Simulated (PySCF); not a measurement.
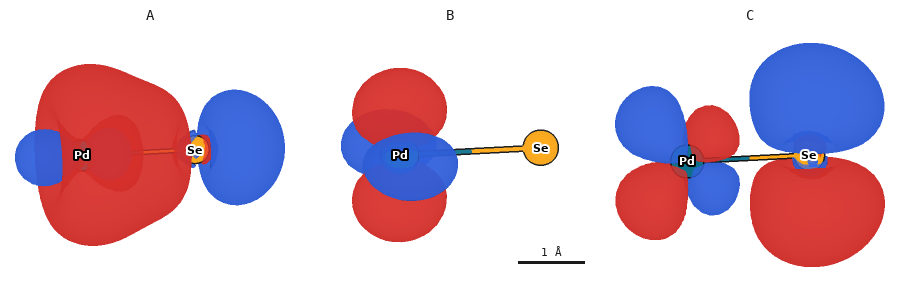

PdSe (triplet). Three frontier β-spin orbitals, each drawn at the value that holds 80 % of its norm (red and blue are the two phases), in no order; of a degenerate pair one member is drawn.

These are results of PBE0/x2c-TZVPPall, spin-free X2C-1e, Gaussian nucleus, at a bond length of 2.230 Å in PySCF 2.14.0, not measurements.

Name the orbitals and rank them from lowest to highest energy.

Orbital B: δ, occupied in this spin, −7.39 eV; almost wholly on Pd.
Orbital A: σ, occupied in this spin, −6.24 eV; shared between the atoms (Pd 65 %, Se 35 %).
Orbital C: π, empty in this spin, −3.62 eV; antibonding, with a node between the atoms.
